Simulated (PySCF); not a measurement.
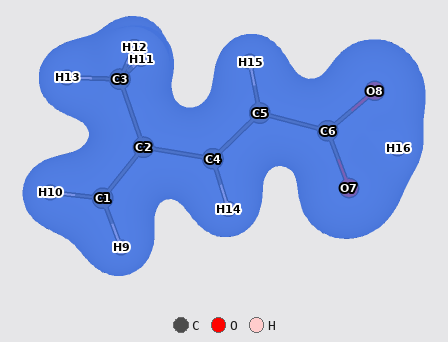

The picture shows: C₆H₈O₂. Isosurface of the total electron density at 0.2 e/Å³ (blue), seen across its widest extent.

Geometry: PBE0-D3(BJ)/def2-SVP; at this geometry the atoms fall into two loosely joined parts.

Theory: PySCF 2.14.0, CAM-B3LYP/pcSseg-1, SCF density, gas phase, non-relativistic.

```yaml
atoms:
  - { symbol: C, position_ang: [-2.2022, -1.0594, -0.4370] }
  - { symbol: C, position_ang: [-1.2855, -0.1354, -0.0924] }
  - { symbol: C, position_ang: [-1.6624, 1.2439, 0.3574] }
  - { symbol: C, position_ang: [0.1242, -0.4955, -0.1607] }
  - { symbol: C, position_ang: [1.1598, 0.3115, 0.1441] }
  - { symbol: C, position_ang: [2.5286, -0.1675, 0.0361] }
  - { symbol: O, position_ang: [2.8793, -1.3332, -0.3383] }
  - { symbol: O, position_ang: [3.5579, 0.5270, 0.3058] }
  - { symbol: H, position_ang: [-1.9016, -2.0589, -0.7623] }
  - { symbol: H, position_ang: [-3.2729, -0.8429, -0.4041] }
  - { symbol: H, position_ang: [-1.2290, 2.0080, -0.3076] }
  - { symbol: H, position_ang: [-1.2823, 1.4464, 1.3714] }
  - { symbol: H, position_ang: [-2.7523, 1.3764, 0.3669] }
  - { symbol: H, position_ang: [0.3625, -1.5129, -0.4896] }
  - { symbol: H, position_ang: [1.0349, 1.3418, 0.4809] }
  - { symbol: H, position_ang: [3.9408, -0.6494, -0.0707] }
```

**What does this surface tell about the bonding?**

At this value the surface is in one piece. It bridges the sampled C–O (1.27 Å), C–C (1.35 Å), C–H (1.09 Å) and C–C (1.45 Å) contacts, where the density stays above the isovalue. On the grid the lowest density along these lines, outside the cores, is 2.5 e/Å³ (C–O, 1.27 Å), 2.3 e/Å³ (C–C, 1.35 Å), 1.9 e/Å³ (C–H, 1.09 Å) and 1.9 e/Å³ (C–C, 1.45 Å).
